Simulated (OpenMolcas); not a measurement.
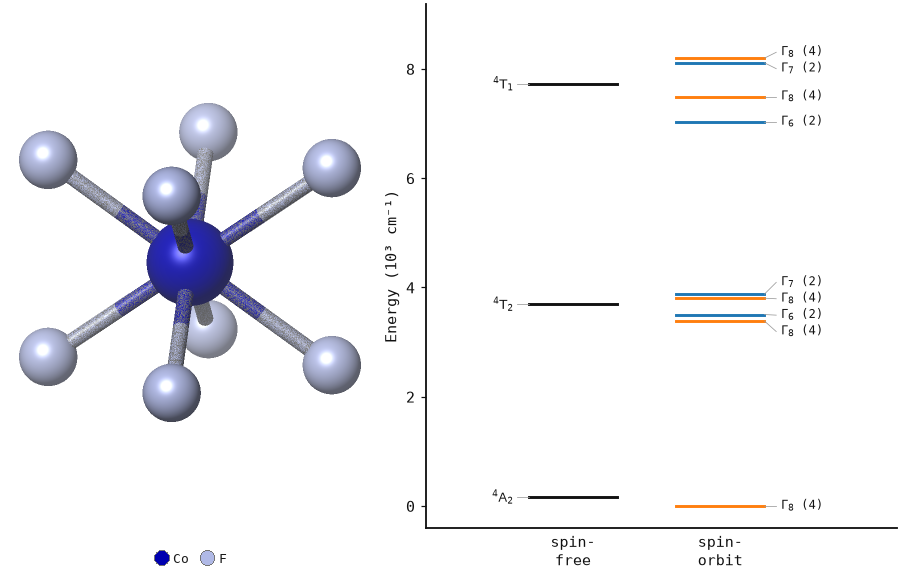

Co²⁺ (3d⁷) as a dopant in CaF₂, a cluster with its 8 nearest F⁻ at 2.210 Å (cube) embedded in model potentials and point charges; the geometry was set, not optimised, and its levels. Labels give the representation in O, Td, D4 or D3 as the site allows (double group for half-integer spin) where it could be assigned and, in brackets, the degeneracy; spin-free states, where drawn, share the zero of the spin-orbit levels. Computed with OpenMolcas: state-averaged SS-CASPT2, IPEA shift 0.25, real shift 0.3 hartree, closed shells 3s 3p correlated, active space 7 electrons in the shell 3d, basis ANO-RCC-VTZP on the metal and ANO-RCC-VDZP on the ligands, DKH2 scalar Hamiltonian, spin-orbit coupling by RASSI with atomic mean-field integrals.

What does the figure show?

The ground level is Γ₈, 4-fold degenerate, 100 % from states of spin multiplicity 4. The next level lies at 3,390 cm⁻¹ (Γ₈). The lowest spin-free state is ⁴A₂, from the free-ion F term; of the same spin there follow at 3,530 cm⁻¹ (⁴T₂) and 7,560 cm⁻¹ (⁴T₁) above it.

Limits of the model: small active space favours high spin, ground spin may be wrong; single d shell for a late 3d ion, CASPT2 field may be too large; the geometry is set by hand, with no relaxation and no charge compensation.
